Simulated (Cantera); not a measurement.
Charge: 1 mol acetone, 0.33 mol NH3, 28 mol N2, held at 13.3 mbar.

Cantera equilibrium calculation (NASA polynomials, part measured and part estimated; ideal gas, pure solids and liquids). Candidate condensed phases: C, C6H6, C7H8, C8H18, H2O; 136 gas species. The feed counts by its element totals alone. Equilibrium is a limit: real reactors are often held back by kinetics, nucleation or transport.

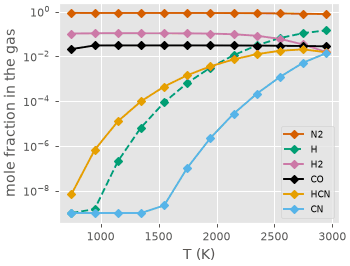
Figure: Equilibrium gas composition (values under 1e-9 drawn at 1e-9)

From 748 K to 2748 K the condensed part is C(graphite). At 2948 K nothing is condensed. The main C-bearing gas is CO throughout. The share of C in condensed phases is highest at 748 K (73.0 %) and lowest at 2948 K (0.0 %).
